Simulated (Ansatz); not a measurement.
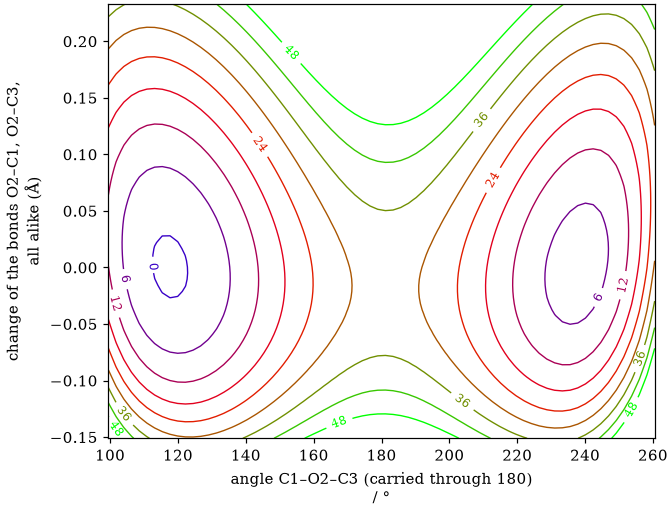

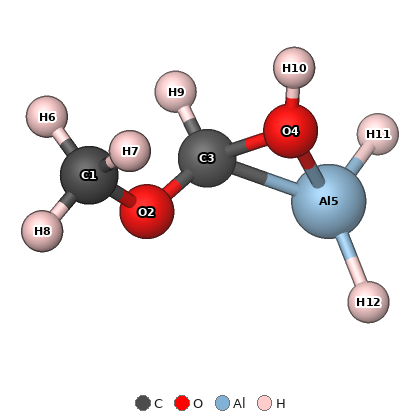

Energy landscape of C₂H₇AlO₂. First axis: angle C1–O2–C3 (carried through 180). Second axis: change of the bonds O2–C1, O2–C3, all alike. Nothing is relaxed (all other coordinates rigid). The grid has 15 × 15 points. Points are written as (first, second). Energies are in kcal/mol, from the lowest grid point. Computed with Ansatz, RHF/def2-SVP.

In the figure: contour lines labelled in kcal/mol (none above 48). Between grid points the surface is interpolated. The second picture is the structure at the lowest point.

**What does the map say about the system?**

The lowest grid point is at (122.5°, −0.014 Å). There is a further well near (237.5°, −0.014 Å) (3.4 kcal/mol above the lowest at that grid point). The highest grid point, (260.5°, −0.151 Å), lies 90.5 kcal/mol above the lowest. On the interpolated surface the easiest way out of the lowest well to the well at about (238°, 0.00 Å) passes a barrier of about 33 kcal/mol. Round the minimum the valley is somewhat tilted: raising the first coordinate shifts the best value of the second coordinate downwards (coupling k₁₂/√(k₁₁k₂₂) about 0.2).

The whole map (225 points run) took 9.8 min on 1 thread of Arm Neoverse V1, with other jobs on the host.
